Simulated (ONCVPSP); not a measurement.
Pseudopotential generation: Gd (part 2 of 2)

Continued. System: gadolinium (Gd, Z = 64), core [Kr] 4d10, reference valence 4f7 5s2 5p6 5d1.5 6s1.5, valence charge 18. Method: ONCV potential, LDA (Perdew-Wang 92), scalar-relativistic, made with ONCVPSP 4.0.1.

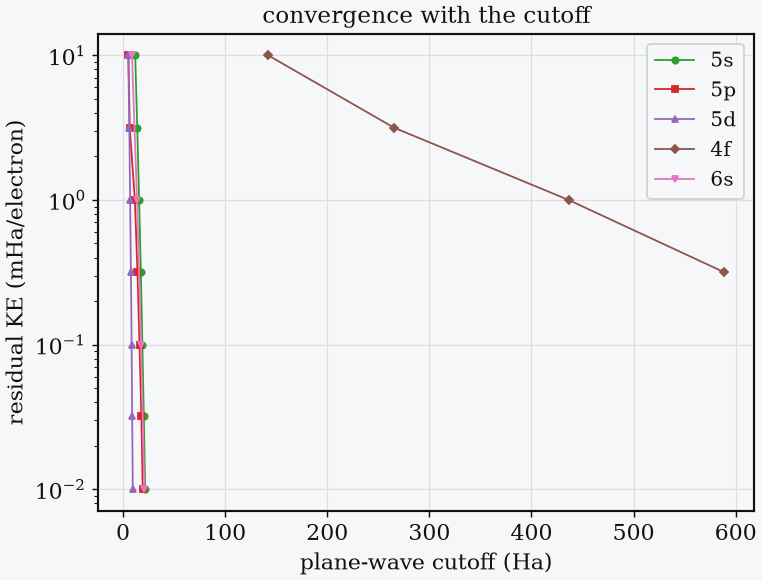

Residual kinetic energy of the pseudo-waves (the first of each channel, and further valence shells) beyond the plane-wave cutoff, as the generator prints it.

- Cutoffs for the occupied states: 436 Ha for 1 mHa and more than the generator's table reaches for 0.1 mHa per electron. The first is set by 4f.
- Hardest wave at 1 mHa per electron: 4f, with rc = 0.70 bohr and qcut = 17 1/bohr. The optimisation minimises, but can't always remove, the kinetic energy above qcut²/2 = 144.5 Ha, and a larger rc would as a rule soften the wave at some cost in transferability.
- Cutoffs for 1 mHa per electron: 4f: 436 Ha; 5s: 16 Ha; 6s: 14 Ha; 5p: 12 Ha; 5d: 7.0 Ha. The potential isn't sound: its ghost test gives GHOST(-) flagged for s at -1018.1 eV, p at -293.1 eV; GHOST(+) flagged for s at 59.4 eV, d at 174.5 eV, f at 87.6 eV (flags above 300 eV left out); the pseudo-atom misses its own reference levels by up to 0.20 eV.

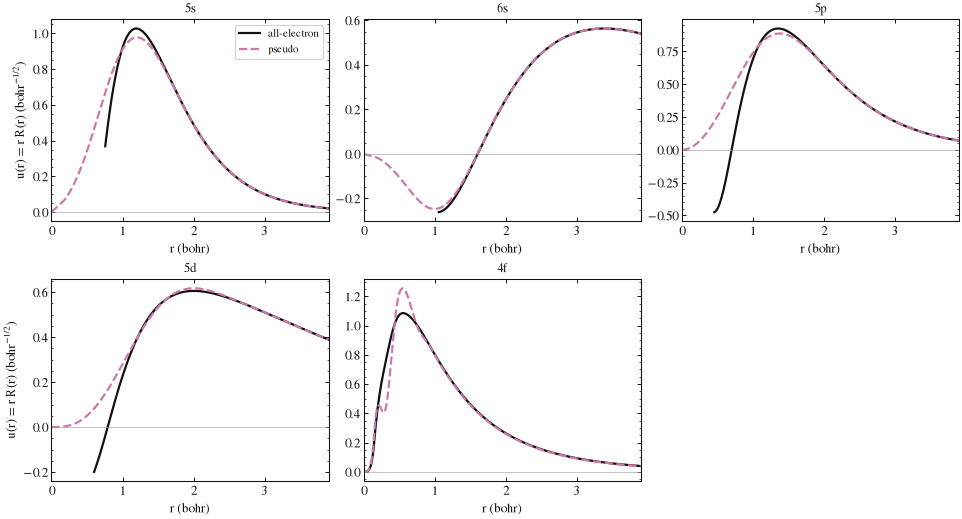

Partial waves u(r) = r R(r), all-electron (solid) and pseudo (dashed). The innermost oscillations of some all-electron curves aren't drawn. Reference configuration 4f7 5s2 5p6 5d1.5 6s1.5.

- Matching radii: 5s at 2.10 bohr; 6s at 2.10 bohr; 5p at 2.35 bohr; 5d at 3.00 bohr; 4f at 0.70 bohr. The curves merge smoothly, so the plot gives these only roughly.
- Nodes of the pseudo-waves: 5s has no node; 6s has a node at about 1.6 bohr; 5p has no node; 5d has no node; 4f has no node. A node in 6s is expected, since a lower shell of the same l is also in the valence and the two must stay orthogonal.
- Cutoffs needed: 436 Ha (loose) and more than the generator's table reaches (tight), as the cutoffs at which the residual kinetic energy of the hardest occupied pseudo-wave falls to 1 and 0.1 mHa per electron.

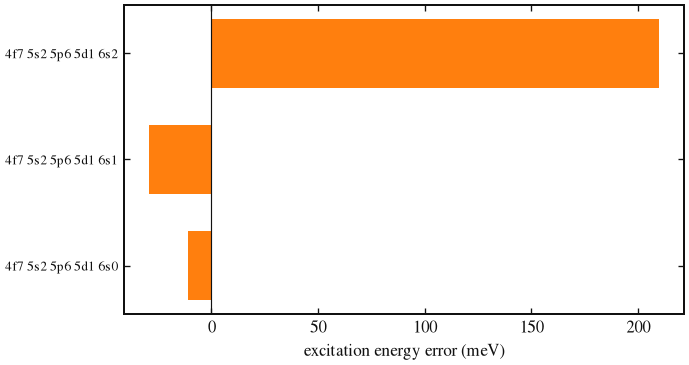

Errors, all-electron minus pseudo, of the energies of valence configurations relative to the unpolarised reference 4f7 5s2 5p6 5d1.5 6s1.5. Not all tests gave a result: 1 of 4 tests not solved.

- Worst configuration: 4f7 5s2 5p6 5d1 6s2 (neutral): the error is +210 meV on an all-electron energy of -0.84 eV relative to the reference, or 25 %. Note that the pseudo-atom misses its own reference levels by up to 0.20 eV.
- Configurations within 10 meV and within 50 meV: 0 and 2 of 3.
- Errors in meV: 4f7 5s2 5p6 5d1 6s2: +210; 4f7 5s2 5p6 5d1 6s1: -29; 4f7 5s2 5p6 5d1 6s0: -11. The potential isn't sound: its ghost test gives GHOST(-) flagged for s at -1018.1 eV, p at -293.1 eV; GHOST(+) flagged for s at 59.4 eV, d at 174.5 eV, f at 87.6 eV (flags above 300 eV left out).

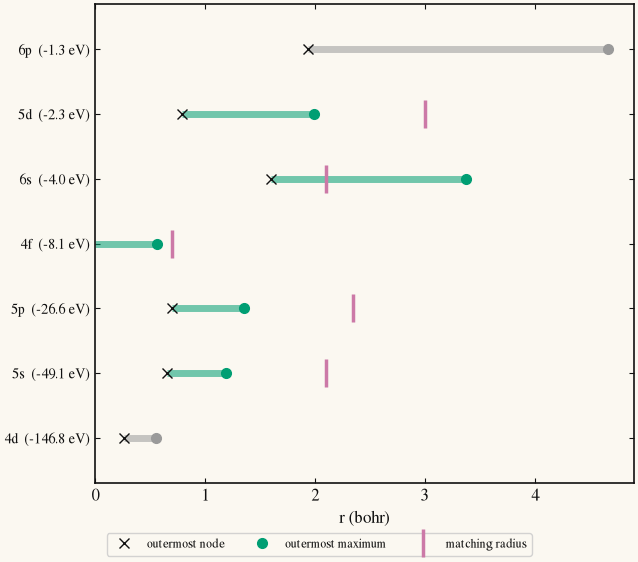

Outer shells of the all-electron reference atom: each bar runs from the outermost node (or the nucleus) to the outermost maximum of u(r); the tick is the radius chosen for the pseudo-wave. Shells without a tick have no pseudo-wave of their own. Levels, nodes and maxima are from ld1.x, scalar-relativistic.

- Radii against the shells: 5s: 2.10 bohr, outside the maximum; 5p: 2.35 bohr, outside the maximum; 4f: 0.70 bohr, outside the maximum; 6s: 2.10 bohr, between node and maximum; 5d: 3.00 bohr, outside the maximum.

## The input
```
# ATOM AND REFERENCE CONFIGURATION
# atsym  z   nc   nv     iexc    psfile
  Gd 64.00    9    5  -001012      upf
#
#   n    l    f
    1    0    2.00
    2    0    2.00
    2    1    6.00
    3    0    2.00
    3    1    6.00
    3    2   10.00
    4    0    2.00
    4    1    6.00
    4    2   10.00
    4    3    7.00
    5    0    2.00
    5    1    6.00
    5    2    1.50
    6    0    1.50
#
# PSEUDOPOTENTIAL AND OPTIMIZATION
# lmax
    3
#
#   l,   rc,      ep,       ncon, nbas, qcut
    0    2.10    0.00    4    8    7.50
    1    2.35    0.00    4    7    7.20
    2    3.00    0.00    4    9    4.50
    3    0.70    0.00    3    7   17.00
#
# LOCAL POTENTIAL
# lloc, lpopt,  rc(5),   dvloc0
    4    5    0.60    0.00
#
# VANDERBILT-KLEINMAN-BYLANDER PROJECTORs
# l, nproj, debl
    0    2    3.70
    1    3    2.70
    2    3    2.30
    3    3    1.90
#
# MODEL CORE CHARGE
# icmod, fcfact, rcfact
    0    0.00    0.00
#
# LOG DERIVATIVE ANALYSIS
# epsh1, epsh2, depsh
   -3.00    5.00    0.02
#
# OUTPUT GRID
# rlmax, drl
    6.00    0.01
#
# TEST CONFIGURATIONS
# ncnf
    4
# nvcnf
#   n    l    f
    5
    4    3    7.00
    5    0    2.00
    5    1    6.00
    5    2    1.00
    6    0    2.00
#
    5
    4    3    7.00
    5    0    2.00
    5    1    6.00
    5    2    1.00
    6    0    1.00
#
    5
    4    3    7.00
    5    0    2.00
    5    1    6.00
    5    2    1.00
    6    0    0.00
#
    5
    4    3    7.00
    5    0    2.00
    5    1    6.00
    5    2    0.00
    6    0    2.00
#
```

Launched with:
```bash
oncvpsp.x < Gd.dat > Gd.out
```

## Key numbers

- outcome: generated, with a ghost state; the pseudo-atom misses its reference levels by up to 0.20 eV (4f)
- reference test: the pseudo-atom misses its own reference levels by up to 0.20 eV
- cutoffs needed: 436 Ha and more than the generator's table reaches (the cutoffs at which the residual kinetic energy of the hardest occupied pseudo-wave falls to 1 and 0.1 mHa per electron)
- ghost test: GHOST(-) flagged for s at -1018.1 eV, p at -293.1 eV; GHOST(+) flagged for s at 59.4 eV, d at 174.5 eV, f at 87.6 eV (flags above 300 eV left out)
- configuration tests: 1 of 4 tests not solved
- largest excitation error among the tests solved: +210 meV (all-electron minus pseudo) for 4f7 5s2 5p6 5d1 6s2
- clearest signs, in the scattering phases, of states that the all-electron atom lacks: s near 2.2 Ha
- range over which the phases arctan(r R′/R) at the test radius agree within 0.05 rad (a looser test near the poles than one of phase shifts): s: up to about 2.1 Ha; p: over the whole range computed; d: over the whole range computed; f: up to about 0.2 Ha
- hardware: 1 CPU thread, shared host
- wall time: 12 s

## Notes

The potential has a bound ghost state, so it can't be used as it stands. Warnings of the program, in the generation or the tests: psatom: WARNING lschvkbb convergence error n,l,iter= 4 3 92.
